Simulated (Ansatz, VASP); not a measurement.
**Cross-check of WS2 (Tungstenite) between VASP and Ansatz**

Aim: how closely do two programs agree when they are given the same cell, functional and k mesh?

Main program and level: Ansatz 0.2.0; plane waves, with VASP 6.6.1 beside it; band structure at PBE, G0W0 gap at PBE and single point at PBE.

The database entry behind the starting cell differs from later determinations by our own check (an axis about 1.4 % long against later determinations), so it need not match the best structure at ambient conditions.

### Step 1. The structure

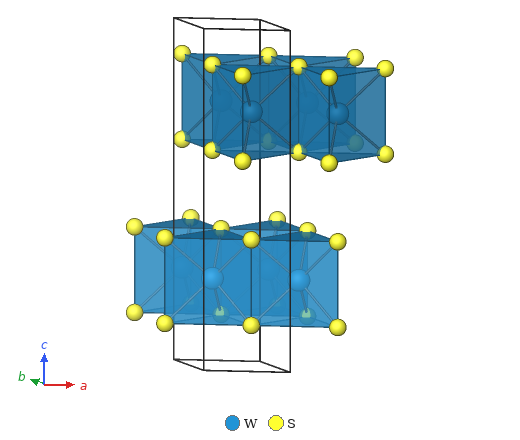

Start, viewed slightly off an axis; tungsten blue, sulfur yellow. 2×2×1 cells are drawn. Some periodic images of atoms are drawn too.

Structure file:

```cif
data_structure
_symmetry_space_group_name_H-M 'P 1'
_symmetry_Int_Tables_number 1
_cell_length_a 3.1800
_cell_length_b 3.1800
_cell_length_c 12.5000
_cell_angle_alpha 90.000
_cell_angle_beta 90.000
_cell_angle_gamma 120.000
_cell_volume 109.47
loop_
_atom_site_label
_atom_site_type_symbol
_atom_site_fract_x
_atom_site_fract_y
_atom_site_fract_z
_atom_site_occupancy
W1 W 0.66667 0.33333 0.75000 1
W2 W 0.33333 0.66667 0.25000 1
S3 S 0.66667 0.33333 0.37527 1
S4 S 0.33333 0.66667 0.87527 1
S5 S 0.66667 0.33333 0.12473 1
S6 S 0.33333 0.66667 0.62473 1
```

### Step 2. VASP: band structure, PBE

Levels along a path test the potential and the projectors away from the mesh points.

Lines of VASP's logs that name or quote its potential files are left out, and so is its time.

Input file INCAR:

```
SYSTEM = WS2
PREC = Accurate
ENCUT = 340
EDIFF = 1E-08
NELM = 100
ISMEAR = 0
SIGMA = 0.01
LREAL = .FALSE.
ALGO = Normal
GGA = PE
NBANDS = 32
LASPH = .TRUE.
LORBIT = 11
LWAVE = .TRUE.
LCHARG = .FALSE.
KPAR = 4
```

Input file POSCAR:

```
WS2
1.0
    3.1800000000      0.0000000000      0.0000000000
   -1.5900000000      2.7539607840      0.0000000000
    0.0000000000      0.0000000000     12.5000000000
W S
2 4
Direct
    0.6666666667      0.3333333333      0.7500000000
    0.3333333333      0.6666666667      0.2500000000
    0.6666666667      0.3333333333      0.3752671102
    0.3333333333      0.6666666667      0.8752671102
    0.6666666667      0.3333333333      0.1247328898
    0.3333333333      0.6666666667      0.6247328898
```

Input file KPOINTS:

```
Automatic mesh
0
Gamma
6 6 1
0 0 0
```

Input file KPOINTS_OPT:

```
Line mode
12
Line-mode
Reciprocal
  0.00000000   0.00000000   0.00000000 GAMMA
  0.50000000   0.00000000   0.00000000 M

  0.50000000   0.00000000   0.00000000 M
  0.33333333   0.33333333   0.00000000 K

  0.33333333   0.33333333   0.00000000 K
  0.00000000   0.00000000   0.00000000 GAMMA

  0.00000000   0.00000000   0.00000000 GAMMA
  0.00000000   0.00000000   0.50000000 A

  0.00000000   0.00000000   0.50000000 A
  0.50000000   0.00000000   0.50000000 L

  0.50000000   0.00000000   0.50000000 L
  0.33333333   0.33333333   0.50000000 H

  0.33333333   0.33333333   0.50000000 H
  0.00000000   0.00000000   0.50000000 A

  0.50000000   0.00000000   0.50000000 L
  0.50000000   0.00000000   0.00000000 M

  0.33333333   0.33333333   0.00000000 K
  0.33333333   0.33333333   0.50000000 H
```

The projector-augmented-wave data sets are W_sv_GW and S_GW (PBE family, release 64).

Run with:

```console
$ mpirun -np 8 vasp_std
```

Numbers of over 12 decimals in the logs are rounded to 6 here.

Log:

```text
[banner, memory and clock lines left out]
running    8 mpi-ranks, on    1 nodes
 distrk:  each k-point on    2 cores,    4 groups
 distr:  one band on    1 cores,    2 groups

 POSCAR found type information on POSCAR W S
 POSCAR found :  2 types and       6 ions
|                                                                             |
|           W    W    AA    RRRRR   N    N  II  N    N   GGGG   !!!           |
|           W    W   A  A   R    R  NN   N  II  NN   N  G    G  !!!           |
|           W    W  A    A  R    R  N N  N  II  N N  N  G       !!!           |
|           W WW W  AAAAAA  RRRRR   N  N N  II  N  N N  G  GGG   !            |
|           WW  WW  A    A  R   R   N   NN  II  N   NN  G    G                |
|           W    W  A    A  R    R  N    N  II  N    N   GGGG   !!!           |
|                                                                             |
|     For optimal performance we recommend to set                             |
|       NCORE = 2 up to number-of-cores-per-socket                            |
|     NCORE specifies how many cores store one orbital (NPAR=cpu/NCORE).      |
|     This setting can greatly improve the performance of VASP for DFT.       |
|     The default, NCORE=1 might be grossly inefficient on modern             |
|     multi-core architectures or massively parallel machines. Do your        |
|     Unfortunately you need to use the default for GW and RPA                |
|     calculations (for HF NCORE is supported but not extensively tested      |
|     yet).                                                                   |
|                                                                             |

 LDA part: xc-table for (Slater+PW92), standard interpolation
 POSCAR, INCAR and KPOINTS ok, starting setup
 FFT: planning ... GRIDC
 FFT: planning ... GRID_SOFT
 FFT: planning ... GRID
 WAVECAR not read
 entering main loop
       N       E                     dE             d eps       ncg     rms          rms(c)
DAV:   1     0.342947691710E+03    0.34295E+03   -0.24008E+04   528   0.109E+03
DAV:   2    -0.309396353279E+02   -0.37389E+03   -0.36816E+03   600   0.320E+02
DAV:   3    -0.559037882265E+02   -0.24964E+02   -0.24883E+02   576   0.811E+01
DAV:   4    -0.567853921069E+02   -0.88160E+00   -0.88094E+00   632   0.155E+01
DAV:   5    -0.567989366049E+02   -0.13544E-01   -0.13542E-01   592   0.208E+00    0.102E+02
DAV:   6    -0.517449242708E+02    0.50540E+01   -0.27877E+01   512   0.219E+01    0.951E+01
DAV:   7    -0.519611235715E+02   -0.21620E+00   -0.11339E+01   552   0.142E+01    0.458E+00
DAV:   8    -0.512956540439E+02    0.66547E+00   -0.30343E+00   568   0.770E+00    0.215E+00
DAV:   9    -0.513097269160E+02   -0.14073E-01   -0.21360E-01   568   0.217E+00    0.131E+00
DAV:  10    -0.513085406651E+02    0.11863E-02   -0.21049E-02   592   0.764E-01    0.714E-01
DAV:  11    -0.513080901468E+02    0.45052E-03   -0.26773E-03   552   0.245E-01    0.309E-01
DAV:  12    -0.513081800429E+02   -0.89896E-04   -0.43166E-04   592   0.921E-02    0.140E-01
DAV:  13    -0.513081879247E+02   -0.78818E-05   -0.45419E-05   624   0.283E-02    0.670E-02
DAV:  14    -0.513081950223E+02   -0.70976E-05   -0.12879E-05   512   0.197E-02    0.454E-02
DAV:  15    -0.513081960193E+02   -0.99700E-06   -0.25523E-06   616   0.759E-03    0.665E-03
DAV:  16    -0.513081959986E+02    0.20656E-07   -0.58791E-07   592   0.352E-03    0.304E-03
DAV:  17    -0.513081960291E+02   -0.30492E-07   -0.13271E-07   608   0.181E-03    0.315E-03
DAV:  18    -0.513081959447E+02    0.84392E-07   -0.18054E-08   424   0.701E-04    0.503E-04
DAV:  19    -0.513081959470E+02   -0.22756E-08   -0.23340E-09   368   0.267E-04
   1 F= -.51308196E+02 E0= -.51308196E+02  d E =-.547327E-60
 Start KPOINTS_OPT (optional k-point list driver)
k-point batch [1-7\108]
       N       E                     dE             ncg
DAV:   1    -0.100778192271E+04   -0.29600E+04      520
DAV:   2    -0.388442963802E+04   -0.28766E+04      616
DAV:   3    -0.407421099287E+04   -0.18978E+03      568
DAV:   4    -0.408254510745E+04   -0.83341E+01      656
DAV:   5    -0.408272207031E+04   -0.17696E+00      584
DAV:   6    -0.408272958224E+04   -0.75119E-02      664
DAV:   7    -0.408272988537E+04   -0.30313E-03      624
DAV:   8    -0.408272989829E+04   -0.12928E-04      696
DAV:   9    -0.408272989877E+04   -0.47411E-06      560
DAV:  10    -0.408272989879E+04   -0.22575E-07      416
DAV:  11    -0.408272989879E+04   -0.36521E-08      392
[...]
k-point batch [106-108\108]
       N       E                     dE             ncg
DAV:   1     0.633583758956E+04   -0.60976E+04      232
DAV:   2     0.524314346018E+04   -0.10927E+04      256
DAV:   3     0.517228041133E+04   -0.70863E+02      240
DAV:   4     0.516964518637E+04   -0.26352E+01      288
DAV:   5     0.516961507678E+04   -0.30110E-01      240
DAV:   6     0.516961410862E+04   -0.96816E-03      288
DAV:   7     0.516961408619E+04   -0.22431E-04      256
DAV:   8     0.516961408489E+04   -0.13037E-05      312
DAV:   9     0.516961408488E+04   -0.65047E-08      216
 writing wavefunctions
```

OUTCAR, selected parts (step 2):

```text
ion  position               nearest neighbor table
   1  0.667  0.333  0.750-   4 2.41   6 2.41   4 2.41   6 2.41   4 2.41   6 2.41
   2  0.333  0.667  0.250-   3 2.41   5 2.41   3 2.41   5 2.41   3 2.41   5 2.41
   3  0.667  0.333  0.375-   2 2.41   2 2.41   2 2.41
   4  0.333  0.667  0.875-   1 2.41   1 2.41   1 2.41
   5  0.667  0.333  0.125-   2 2.41   2 2.41   2 2.41
   6  0.333  0.667  0.625-   1 2.41   1 2.41   1 2.41

  LATTYP: Found a hexagonal cell.
 ALAT       =     3.1800000000
 C/A-ratio  =     3.9308176101

 Subroutine GETGRP returns: Found 24 space group operations
 (whereof 12 operations were pure point group operations)

The static configuration has the point symmetry D_3d.
 The point group associated with its full space group is D_6h.

 Found      7 irreducible k-points:

   k-points           NKPTS =      7   k-points in BZ     NKDIM =      7   number of bands    NBANDS=     32

   dimension x,y,z NGX =    20 NGY =   20 NGZ =   80
   dimension x,y,z NGXF=    40 NGYF=   40 NGZF=  160

   ENCUT  =  340.0 eV  24.99 Ry    5.00 a.u.   4.78  4.78 18.79*2*pi/ulx,y,z

   NELECT =      52.0000    total number of electrons

 k-points in reciprocal lattice and weights: Automatic mesh
   0.00000000  0.00000000  0.00000000       0.028
   0.16666667  0.00000000  0.00000000       0.167
   0.33333333  0.00000000  0.00000000       0.167
   0.50000000  0.00000000  0.00000000       0.083
   0.16666667  0.16666667  0.00000000       0.167
   0.33333333  0.16666667  0.00000000       0.333
   0.33333333  0.33333333  0.00000000       0.056

 average (electrostatic) potential at core
       1 -89.9316       2 -89.9316       3 -87.8884       4 -87.8884       5 -87.8884
       6 -87.8884

 E-fermi :   7.6019

 k-point     1 :       0.0000    0.0000    0.0000
  band No.  band energies     occupation
    ...
     22       5.2489      2.00000
     23       5.2489      2.00000
     24       5.9264      2.00000
     25       6.3938      2.00000
     26       7.4879      2.00000
     27       9.7408      0.00000
     28       9.7410      0.00000
     29       9.7491      0.00000
     30       9.7498      0.00000
     31       9.8284      0.00000
    ...

 k-point     2 :       0.1667    0.0000    0.0000
  band No.  band energies     occupation
    ...
     22       4.6549      2.00000
     23       5.1835      2.00000
     24       6.0071      2.00000
     25       6.3169      2.00000
     26       6.6841      2.00000
     27       9.0599      0.00000
     28       9.4831      0.00000
     29       9.5985      0.00000
     30       9.6769      0.00000
     31       9.7108      0.00000
    ...

 k-point     3 :       0.3333    0.0000    0.0000
  band No.  band energies     occupation
    ...
     22       5.1803      2.00000
     23       5.2303      2.00000
     24       5.2826      2.00000
     25       5.5281      2.00000
     26       5.7747      2.00000
     27       9.1711      0.00000
     28       9.3596      0.00000
     29       9.4954      0.00000
     30       9.8843      0.00000
     31      10.2463      0.00000
    ...

  Total       -0.1337663     -0.1337663      1.1753281      0.0000000      0.0000000      0.0000000
  in kB       -1.9577740     -1.9577740     17.2018363      0.0000000      0.0000000      0.0000000
  external PRESSURE =       4.4287627 kB  Pullay stress =       0.0000000 kB

  energy-cutoff  :      340.00
  volume of cell :      109.47
      direct lattice vectors                 reciprocal lattice vectors
     3.180000000  0.000000000  0.000000000     0.314465409  0.181556688  0.000000000
    -1.590000000  2.753960784  0.000000000     0.000000000  0.363113377  0.000000000
     0.000000000  0.000000000 12.500000000     0.000000000  0.000000000  0.080000000

 POSITION                                       TOTAL-FORCE (eV/Angst)
 -----------------------------------------------------------------------------------
      1.59000      0.91799      9.37500         0.000000     -0.000000      0.000000
     -0.00000      1.83597      3.12500        -0.000000      0.000000      0.000000
      1.59000      0.91799      4.69084         0.000000     -0.000000      0.071167
     -0.00000      1.83597     10.94084        -0.000000      0.000000      0.071167
      1.59000      0.91799      1.55916         0.000000     -0.000000     -0.071167
     -0.00000      1.83597      7.80916         0.000000      0.000000     -0.071167
 -----------------------------------------------------------------------------------
    total drift:                               -0.000000      0.000000     -0.000000

  FREE ENERGIE OF THE ION-ELECTRON SYSTEM (eV)
  ---------------------------------------------------
  free  energy   TOTEN  =       -51.3081959470 eV

  energy  without entropy=      -51.3081959470  energy(sigma->0) =      -51.30819595

 total charge
# of ion       s       p       d       f       tot
--------------------------------------------------
    1        3.034   6.028   3.041   0.063  12.167
    2        3.034   6.028   3.041   0.063  12.167
    3        1.350   2.326   0.078   0.000   3.754
    4        1.350   2.326   0.078   0.000   3.754
    5        1.350   2.326   0.078   0.000   3.754
    6        1.350   2.326   0.078   0.000   3.754
--------------------------------------------------
tot         11.469  21.361   6.394   0.127  39.351

[... 3 further parts left out ...]
```

This run has no spin polarisation, although W can carry a moment.

### Step 3. Ansatz: band structure, PBE

Ansatz runs on its default PAW (the set named soft_2) files.

The same cell, functional, mesh and smearing now go to Ansatz, which takes its cutoff from its data sets.

Input file input.yaml:

```yaml
crystal:
  lattice:
    - [3.18, 0.0, 0.0]
    - [-1.59, 2.753960784, 0.0]
    - [0.0, 0.0, 12.5]
  atoms:
    - { symbol: W, position: [0.6666666667, 0.3333333333, 0.75] }
    - { symbol: W, position: [0.3333333333, 0.6666666667, 0.25] }
    - { symbol: S, position: [0.6666666667, 0.3333333333, 0.3752671102] }
    - { symbol: S, position: [0.3333333333, 0.6666666667, 0.8752671102] }
    - { symbol: S, position: [0.6666666667, 0.3333333333, 0.1247328898] }
    - { symbol: S, position: [0.3333333333, 0.6666666667, 0.6247328898] }
hamiltonian:
  xc: pbe
  pseudopotentials: { kind: paw }
kpoints:
  mp_grid: { grid: [6, 6, 1] }
  band_path:
    path:
      - [0.0, 0.0, 0.0]
      - [0.13636, 0.0, 0.0]
      - [0.31818, 0.0, 0.0]
      - [0.5, 0.0, 0.0]
      - [0.4697, 0.06061, 0.0]
      - [0.40909, 0.18182, 0.0]
      - [0.34848, 0.30303, 0.0]
      - [0.30303, 0.30303, 0.0]
      - [0.18182, 0.18182, 0.0]
      - [0.06061, 0.06061, 0.0]
      - [0.0, 0.0, 0.0]
      - [0.0, 0.0, 0.18182]
      - [0.0, 0.0, 0.36364]
      - [0.0, 0.0, 0.5]
      - [0.13636, 0.0, 0.5]
      - [0.31818, 0.0, 0.5]
      - [0.5, 0.0, 0.5]
      - [0.4697, 0.06061, 0.5]
      - [0.40909, 0.18182, 0.5]
      - [0.34848, 0.30303, 0.5]
      - [0.30303, 0.30303, 0.5]
      - [0.18182, 0.18182, 0.5]
      - [0.06061, 0.06061, 0.5]
      - [0.5, 0.0, 0.5]
      - [0.5, 0.0, 0.31818]
      - [0.5, 0.0, 0.13636]
      - [0.5, 0.0, 0.0]
      - [0.33333, 0.33333, 0.13636]
      - [0.33333, 0.33333, 0.31818]
      - [0.33333, 0.33333, 0.5]
    npoints: 1
scf:
  occupations: { method: gaussian, width: 0.01 }
  n_extra_bands: 9
output:
  forces: true
  stress: true
  eigenvalues: true
  write_density: true
  write_potential: true
  elf: true
  volumetric_format: npy
```

Run with:

```console
$ ansatz run input.yaml --threads 4 --pin off --max-ram 9216MiB --backend cpu --events-out ev --progress --plain --runs-dir out
```

Log:

```text
scf.n_extra_bands = 9 over 26 filled bands (N_el = 52.0): the run solves 35 bands
Engine: ansatz 0.2.0, x86_64-unknown-linux-gnu
Pseudopotentials: kind: paw
Pseudopotential: W, paw, valence charge 14, recommended cutoff 420 eV (normal), W.paw.azcp
Pseudopotential: S, paw, valence charge 6, recommended cutoff 420 eV (normal), S.paw.azcp
Functional definition: PBE
  parameter kappa = 0.804
  parameter beta = 0.066725
  exchange = pbe_x(kappa = kappa, mu = beta*pi^2/3)
  correlation = pbe_c(beta = beta)
Crystal: 6 atoms, lattice volume = 109.470 Å³
Basis set: ecut = 420 eV, 2129 PW (Γ), exchange–correlation on 48×48×180 points (8 copies of the dense FFT grid, shifted against one another)
Bands: 35, of which v1, the nominal top of the filled ones, is band 26 counted from 1 (25 counted from 0)
Symmetry: 24 space group operations
Space group: P63/mmc (ITA 194), of the structure as read, at distance tolerance 4.8e-5 Å
k-points: 7 of 36
Non-local potential: W, projectors of the file, l = 0: 3, l = 1: 2, l = 2: 2, l = 3: 1
Non-local potential: S, projectors of the file, l = 0: 2, l = 1: 2, l = 2: 2
PAW form: soft (Blöchl's): semilocal exchange-correlation on the pseudo side does not see the compensation charge
PAW one-centre angular grid: W, 590 points (default); XC on 64 Gauss nodes
PAW one-centre angular grid: S, 110 points (default); XC on 64 Gauss nodes
Initial density: superposition of atomic densities (neutral atoms: chi_scale 0, normalization atom), corrected by the library's trained network
Initial wavefunctions: pseudopotential atomic-orbital guess
Functional: x = pbe(κ = 0.804, μ = 0.219515), c = pbe(β = 0.066725)
SCF iter   1: F=—  HF=-24382.762378 eV  |F-HF|=—  |Δ(HF+E_count)|=         —  Δρ=5.04e-3  dr2=1.44e-2  ethr=1.77e-3  ⟨swp⟩=6.1  Hψ=1123  notcnv=0
preconditioner: auto → Resta (q_TF=auto, 2.410 Å⁻¹)  ε∞=6.5  [insulator: Δε(μ)=1.039 eV  Ē_g=9.087 eV  σ=0.010 eV  W_gap=1.00  n_scr=26 (ndim 8)  ℏωp=21.3 eV  f_vac=0.024  D(μ)=0.00/eV (n_scr^D=0)  ε∞_Penn≈6.5]
SCF iter   2: F=—  HF=-24382.767091 eV  |F-HF|=—  |Δ(HF+E_count)|=   4.71e-3  Δρ=2.71e-3  dr2=2.09e-3  ethr=2.78e-5  ⟨swp⟩=2.1  Hψ=416  notcnv=0  defer=13
SCF iter   3: F=—  HF=-24382.771034 eV  |F-HF|=—  |Δ(HF+E_count)|=   3.94e-3  Δρ=1.04e-3  dr2=3.98e-4  ethr=4.02e-6  ⟨swp⟩=2.0  Hψ=380  notcnv=0  defer=13
SCF iter   4: F=—  HF=-24382.771736 eV  |F-HF|=—  |Δ(HF+E_count)|=   7.02e-4  Δρ=7.45e-5  dr2=6.99e-6  ethr=7.65e-7  ⟨swp⟩=2.0  Hψ=394  notcnv=0  defer=13
SCF iter   5: F=—  HF=-24382.771777 eV  |F-HF|=—  |Δ(HF+E_count)|=   4.05e-5  Δρ=1.56e-5  dr2=5.63e-7  ethr=1.34e-8  ⟨swp⟩=2.0  Hψ=344  notcnv=0  defer=13
SCF iter   6: F=-24382.771777 eV  HF=-24382.771777 eV  |F-HF|=2.39e-8  |Δ(HF+E_count)|=   8.06e-8  Δρ=5.68e-6  dr2=7.39e-8  ethr=1.92e-10  ⟨swp⟩=14.3  Hψ=1668  notcnv=0
SCF 1 converged in 6 iterations: F = -24382.771777 eV  dr2 = 7.39e-8
  greatest PAW one-centre occupation: 1.000 electrons in one spin orbital (limit 2), on the W atom at site 1 (counted from 0), in its partial waves of l = 0
NSCF: frozen V_eff on 30 k-points
SCF converged after 6 iterations
Free energy (F): -24382.771777 eV
Harris-Foulkes:  -24382.771777 eV  (|F-HF|=2.39e-8)
Internal energy: -24382.771777 eV  (E = F + TS)
E sigma→0 (E₀):  -24382.771777 eV
Fermi energy:    11.780337 eV
--- Per-component energies (eV) ---
  E_band       = -395.589142
  E_kinetic    = 1332.409374
  E_local      = -3630.787655  (includes V_loc(G=0)·N_el)
  E_nonlocal   = 114.674468
  E_hartree    = 1444.172966
  E_xc         = -924.291948
  E_vxc        = -830.051695  (∫ρ·V_xc dr)
  E_paw        = -19526.236021  (= ΣΔE_a)
  E_vpaw       = -270.165410  (= ΣTr[D̂ρ^β])
  E_aug_tail   = -0.000119  (compensation charges beyond the density's cutoff)
  E_ewald      = -3192.712841
  E_smearing   = -0.000000  (= −TS)
  E_closure    = -0.000000  (closes the sum)
  Σ components = -24382.771777   (vs F -24382.771777, Δ=0.00e0)
--- Forces (eV/Å), atoms counted from 1 ---
  atom   1  W      0.00000000    -0.00000000    -0.00000000
  atom   2  W      0.00000000     0.00000000     0.00000000
  atom   3  S      0.00000000    -0.00000000     0.04794249
  atom   4  S     -0.00000000     0.00000000     0.04794249
  atom   5  S      0.00000000    -0.00000000    -0.04794249
  atom   6  S      0.00000000     0.00000000    -0.04794249
  max |Σ_I F_I| component: 6.94e-18 eV/Å
--- Stress (GPa, compression-positive) ---
        1.440087       0.000000      -0.000000
        0.000000       1.440087      -0.000000
       -0.000000      -0.000000       3.298263
  P = ⅓ Tr σ = 2.0595 GPa (20.595 kbar)
--- Band table (eV; the first three rows and the last of 7) ---
  k-point 0: bands = [... 22 lower, 9.0182, 9.6973, 10.1632, 11.2582, 13.5129, 13.5129, 13.5213, 13.5213, ... 5 higher]
  k-point 1: bands = [... 22 lower, 8.9547, 9.7784, 10.0862, 10.4539, 12.8314, 13.2554, 13.3699, 13.4493, ... 5 higher]
  k-point 2: bands = [... 22 lower, 9.0008, 9.0536, 9.2971, 9.5437, 12.9427, 13.1316, 13.2675, 13.6565, ... 5 higher]
  k-point 6: bands = [... 22 lower, 8.3600, 8.3600, 10.5358, 10.7053, 12.4498, 12.4498, 13.4367, 14.5178, ... 5 higher]
```

The job ended after 0.98 s (4 threads of Intel Xeon 6975P-C (Granite Rapids), shared host; peak memory 0.45 GiB).

[end of part 1 of 2]

[Lines on the potential files, build, host, timing and source positions are cut from VASP's logs without a mark.]

[Logs are printed without paths, hosts, clocks, repeated set-up lines and the standing remarks that a program may print on its own settings, such as how far it seeks lower states.]

[Hosts, paths, dates, database ids (printed as entryN), source tags and the programs' standing remarks are cut or masked in the printed files.]
